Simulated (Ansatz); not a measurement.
**HOSi2 (SMILES [O-][Si]#[SiH]) (charge −1): density, localisation and related maps**

The calculation's input:

```
crystal:
  periodic: [false, false, false]
  atoms:
    - {symbol: O, position_ang: [-3.829971, -1.903548, -1.074757]}
    - {symbol: Si, position_ang: [-3.374082, -1.556446, 0.388978]}
    - {symbol: Si, position_ang: [-2.703979, -0.840594, 2.302187]}
    - {symbol: H, position_ang: [-2.733471, 0.149968, 1.033280]}
basis:
  gaussian:
    orbitals: def2-TZVPD
total_charge: -1
hamiltonian:
  xc: {name: PBE0}
output: {forces: true, orbitals: {seedname: orbitals}}
```

Command:

```sh
ansatz run input.yaml --threads 1 --pin off --max-ram 2610MiB --events-out events.jsonl --progress --plain --runs-dir runs
```

Geometry: r2SCAN-D4/def2-SVPD.

Computed with isolated molecule in a Gaussian basis; Kohn-Sham density functional theory, functional PBE0 in Ansatz.

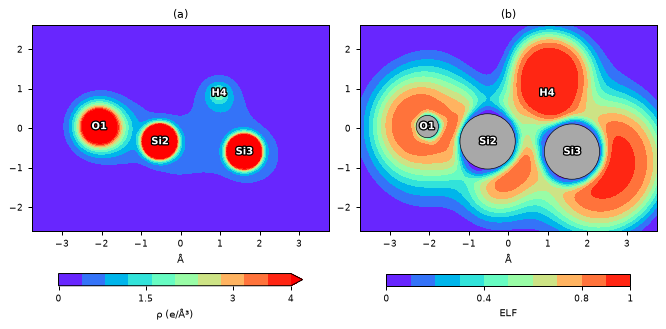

Figure 1. (a) total electron density; (b) ELF on the molecular plane. Grey discs cover the atomic cores in the ELF map.

Describe what can be read from this map.

The section cuts through O, Si and H sites. Si–O (1.57 Å): ρ is about 1.3 e/Å³ halfway; the ELF peaks at about 0.85 between the atoms (a polar covalent bond). Si–Si (2.15 Å): ρ at the midpoint is about 0.57 e/Å³; the ELF peaks at about 0.70 between the atoms. Si–H (1.61 Å): ρ is about 0.58 e/Å³ halfway; the ELF climbs to about 1 towards the hydrogen, as it does in any bond to H. The ELF also peaks beside Si3 and O1, away from the bonds: lone-pair regions.

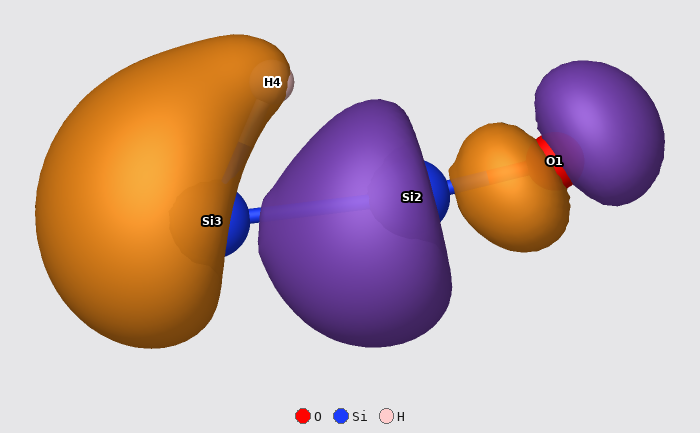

Figure 2. The HOMO−1 at ±0.1 Å⁻³ᐟ² (orange and purple are the two phases), seen across its widest extent.

Where does this orbital lie, and at what energy?

By Hirshfeld shares it lies mainly on Si3 (about 50 %), Si2 (about 25 %) and O1 (about 20 %); it is symmetric in the molecular plane (an in-plane orbital: σ, lone-pair or in-plane π type). Its energy is −2.79 eV.
